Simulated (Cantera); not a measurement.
Feed: 1 mol SiH4, 0.37 mol CH4, 300 mol H2, held at 9.00 mbar.

These are equilibrium values from Cantera (NASA tables, ideal gas, pure condensed phases), not measurements of a reactor. Candidate condensed phases: C, C6H6, C7H8, C8H18, Si, SiC; 87 gas species. Mutual solubility and eutectic melting of coexisting phases are not modelled. Gases not in the tables: Si2H6 and higher silanes. The numbers say what is thermodynamically allowed, not how fast it happens.

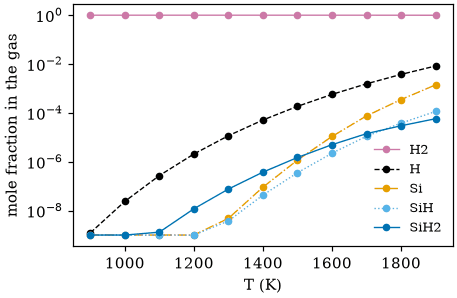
Fig. 1. Equilibrium gas composition (values under 1e-9 drawn at 1e-9)

From 900 K to 1600 K the condensed part is Si(s) + SiC(s). From 1700 K to 1900 K the condensed part is Si(l) + SiC(s).
